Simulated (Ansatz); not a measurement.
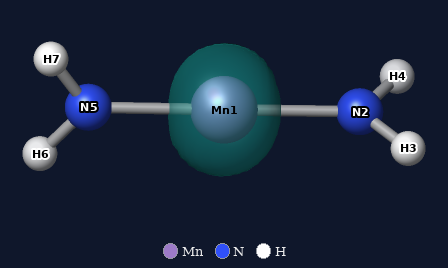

Figure. H₄MnN₂ (sextet). Isosurface of the spin density at +0.3 e/Å³ (teal), seen across its widest extent.

Geometry: r2SCAN-D4/def2-TZVP.

Computed with Ansatz 0.2.0, UKS PBE0-D4/def2-TZVP.

```yaml
atoms:
  - { symbol: Mn, position_ang: [-0.0023, -0.0026, 0.0000] }
  - { symbol: N, position_ang: [0.0221, -0.0246, 1.8831] }
  - { symbol: H, position_ang: [-0.7730, 0.1217, 2.4904] }
  - { symbol: H, position_ang: [0.8317, -0.1867, 2.4666] }
  - { symbol: N, position_ang: [-0.0232, 0.0247, -1.8831] }
  - { symbol: H, position_ang: [-0.1844, -0.7682, -2.4895] }
  - { symbol: H, position_ang: [0.1291, 0.8357, -2.4675] }
```

**Where is the unpaired spin?**

The unpaired spin (5 electrons) lies mostly on Mn1 (about 4.7), N2 (about 0.1) and N5 (about 0.1), in electrons by Hirshfeld's partition.
